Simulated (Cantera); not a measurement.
Feed: 1 mol Si₃N₄, 0.38 mol C, 0.091 mol H₂, equilibrated at 3.70 bar.

These are equilibrium values from Cantera (NASA tables, ideal gas, pure condensed phases), not measurements of a reactor. Candidate condensed phases: C, C₆H₆, C₇H₈, C₈H₁₈, Si, SiC, Si₃N₄; 105 gas species. Mutual solubility and eutectic melting of coexisting phases are not modelled. The tables' values for SiN are old estimates; treat these amounts as uncertain. Gases not in the tables: Si₂H₆ and higher silanes. Equilibrium is a limit: real reactors are often held back by kinetics, nucleation or transport.

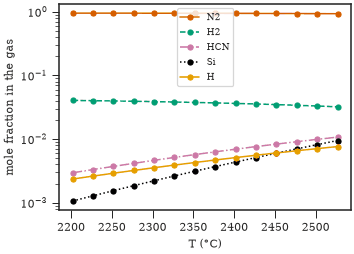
Figure. Equilibrium gas composition (values under 1e-9 drawn at 1e-9)

Problem. Read off the mole fractions at 2227 °C.

Solution. N₂ about 0.95, H₂ about 0.040, HCN about 0.0033, H about 0.0026, Si about 0.0013.
